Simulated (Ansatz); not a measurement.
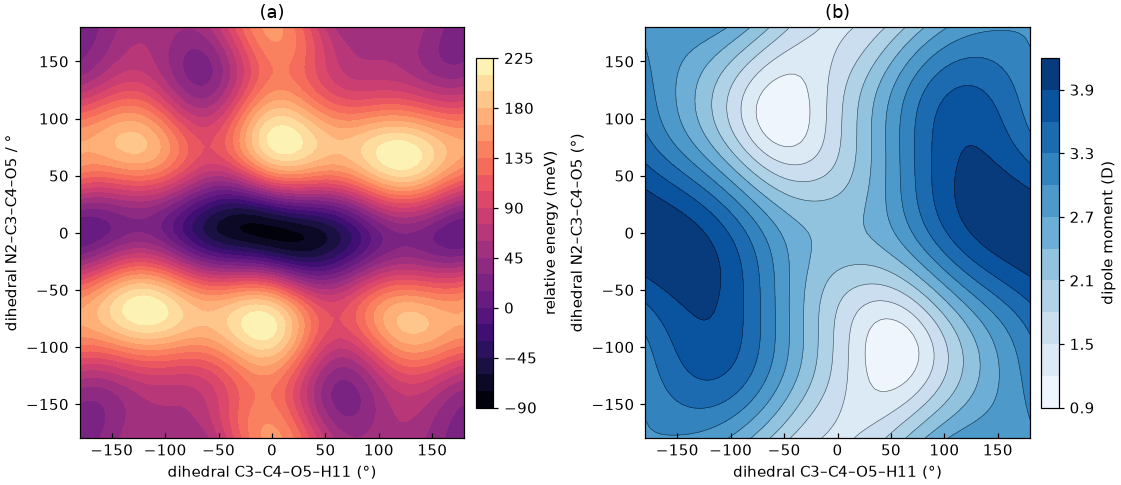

C2H6BNO, SMILES BN=CCO. First axis: dihedral C3–C4–O5–H11. Second axis: dihedral N2–C3–C4–O5. Nothing is relaxed (all other coordinates rigid). Grid: 18 × 18 points. All energies are given in meV relative to the relaxed molecule at the same level. The calculation used Ansatz 0.2.0, RKS PBE0-D4/def2-SVP.

Panel (a) is the energy and panel (b) the computed dipole moment on the same grid.

The picture shows filled contours. Between grid points the surface is interpolated.

**How does the dipole moment vary over the map, and what is it at the lowest grid point?**

Leaving out the highest fifth of the energies, it runs from 0.97 D at dihedral C3–C4–O5–H11 = −60°, dihedral N2–C3–C4–O5 = 100° to 4.16 D at dihedral C3–C4–O5–H11 = −180°, dihedral N2–C3–C4–O5 = 0°. At the lowest grid point, dihedral C3–C4–O5–H11 = 0°, dihedral N2–C3–C4–O5 = 0°, it is 2.32 D.

| dihedral N2–C3–C4–O5 ↓, dihedral C3–C4–O5–H11 → | −160 | −120 | −80 | −40 | 0 | 40 | 80 | 120 | 160 |
| --- | --- | --- | --- | --- | --- | --- | --- | --- | --- |
| 160 | 2.88 | 2.54 | 1.97 | 1.45 | 1.51 | 2.04 | 2.77 | 3.19 | 3.13 |
| 120 | 2.84 | 2.16 | 1.33 | 1.04 | 1.69 | 2.50 | 3.32 | 3.68 | 3.41 |
| 80 | 3.08 | 2.39 | 1.52 | 1.15 | 1.74 | 2.59 | 3.46 | 3.88 | 3.64 |
| 40 | 3.70 | 3.19 | 2.44 | 1.91 | 2.02 | 2.60 | 3.44 | 3.99 | 4.01 |
| 0 | 4.13 | 3.85 | 3.19 | 2.51 | 2.32 | 2.51 | 3.19 | 3.85 | 4.13 |
| −40 | 4.01 | 3.99 | 3.44 | 2.60 | 2.02 | 1.91 | 2.44 | 3.19 | 3.70 |
| −80 | 3.64 | 3.88 | 3.46 | 2.59 | 1.74 | 1.15 | 1.52 | 2.39 | 3.08 |
| −120 | 3.41 | 3.68 | 3.32 | 2.50 | 1.69 | 1.04 | 1.33 | 2.16 | 2.84 |
| −160 | 3.13 | 3.19 | 2.77 | 2.04 | 1.51 | 1.45 | 1.97 | 2.54 | 2.88 |

The table holds every second grid line.
